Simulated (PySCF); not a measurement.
Molecule: B(H)2(NHiPr), C₃H₁₀BN, SMILES BNC(C)C. Atoms near the plane z = 0.8 Å, at the GFN2-xTB optimised geometry (x, y, z in Å): B1 (-1.6, -0.5, 0.0), H2 (-2.2, -1.5, 0.0), H3 (-2.2, 0.5, 0.0), N4 (-0.2, -0.5, 0.0), C5 (0.7, 0.6, 0.0), C6 (1.5, 0.6, 1.3), H8 (0.3, -1.4, 0.0), H9 (0.0, 1.5, 0.0), H10 (2.2, 1.5, 1.3), H12 (2.2, -0.3, 1.3).

Method: CAM-B3LYP/def2-TZVP in PySCF. The values are rescaled to run from 0 to 1.

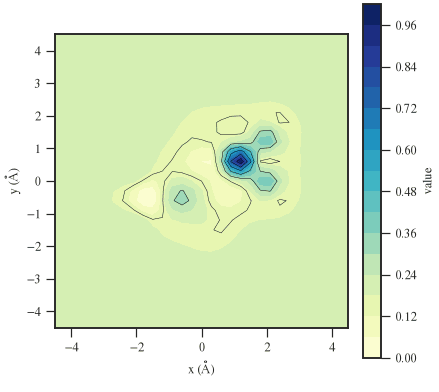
*a field on the plane z = 0.8 Å.*

Which quantity is mapped?
(A) Laplacian of the electron density
(B) deformation density (molecule minus spherical neutral atoms)
(C) an orbital amplitude
(D) log10 of the electron density

B, deformation density (molecule minus spherical neutral atoms). In full: deformation density (molecule minus spherical neutral atoms) (e/bohr³).
